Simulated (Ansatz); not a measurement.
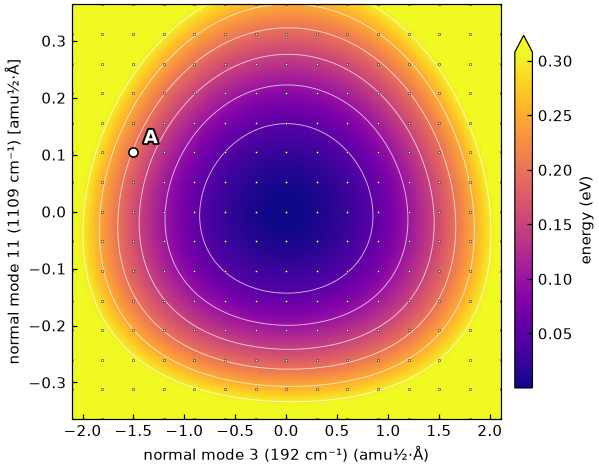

Cl₂HO₂V, SMILES [O]=[V]([OH])([Cl])[Cl]. 
- The first coordinate is: normal mode 3 (192 cm⁻¹); the second: normal mode 11 (1109 cm⁻¹).
- Nothing is relaxed (straight displacements along the two mass-weighted modes).
- The scan uses a 15 × 15 grid.
- Energies are in eV, from the lowest grid point.
- All numbers below come from RKS PBE-D4/def2-SVP in Ansatz.

In the figure: a smooth colour map with a few white contour lines, dots at the grid points, one colour for all values above the top of the scale, the point A. Between grid points the surface is interpolated.

### Which way does the force act at A, and how strong is it?

A, at normal mode 3 (192 cm⁻¹) = −1.504 amu½·Å, normal mode 11 (1109 cm⁻¹) = 0.104 amu½·Å, is not a stationary point. The computed force is 0.25 eV for each amu½·Å towards larger values of normal mode 3 (192 cm⁻¹) and 0.52 eV for each amu½·Å towards smaller values of normal mode 11 (1109 cm⁻¹).
